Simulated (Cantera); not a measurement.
Feed: 1 mol Nb, a varied amount of H2O, 18 mol H2, held at 1048.15 K and 0.000170 bar.

Cantera equilibrium calculation (NASA polynomials, part measured and part estimated; ideal gas, pure solids and liquids). Candidate condensed phases: H2O, Nb, NbO, NbO2, Nb2O5; 12 gas species. Mutual solubility and eutectic melting of coexisting phases are not modelled. NbO: taken at fixed stoichiometry. Condensed phases not in the tables: the oxides between NbO2 and Nb2O5, N, O or C dissolved in the metal. The numbers say what is thermodynamically allowed, not how fast it happens.

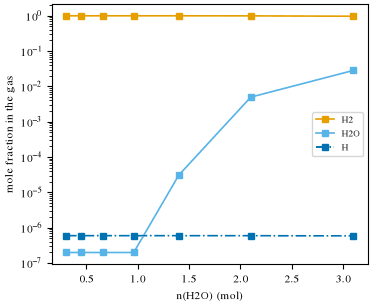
*Equilibrium gas composition (values under 1e-9 drawn at 1e-9)*

From 0.3 mol H2O to 0.96 mol H2O the condensed part is Nb(s) + NbO(s). At 1.4 mol H2O the condensed part is NbO(s) + NbO2(s). At 2.1 mol H2O the condensed part is NbO2(s). At 3.1 mol H2O the condensed part is Nb2O5(s).
